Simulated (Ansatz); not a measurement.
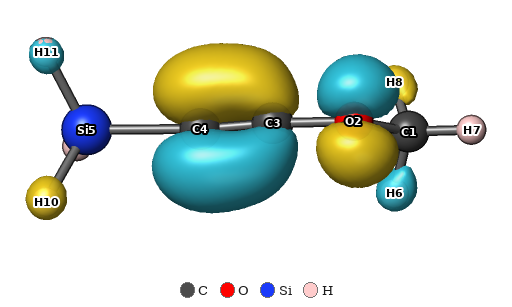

The picture shows: C₃H₆OSi (SMILES COC#C[SiH3]). The HOMO at ±0.15 Å⁻³ᐟ² (yellow and cyan are the two phases), seen from one side.

These are results of SCF lc_wpbe, Gaussian basis (Ansatz), not measurements.

```xyz
11

C     0.1938   -1.8949    1.6773
O     1.0465   -1.5211    0.6208
C     0.5807   -0.4588   -0.0715
C     0.3060    0.5033   -0.6825
Si   -0.3438    1.9627   -1.6708
H     0.0535   -1.0093    2.3797
H     0.5674   -2.7189    2.2003
H    -0.8004   -2.0953    1.2550
H    -1.6310    2.4903   -1.0715
H     0.6509    3.0718   -1.5566
H    -0.5584    1.6133   -3.0593
```

Describe this orbital and give its energy.

Its weight (Hirshfeld) is mainly on C4 (about 35 %), O2 (about 25 %) and C3 (about 25 %). Its energy is −9.87 eV.
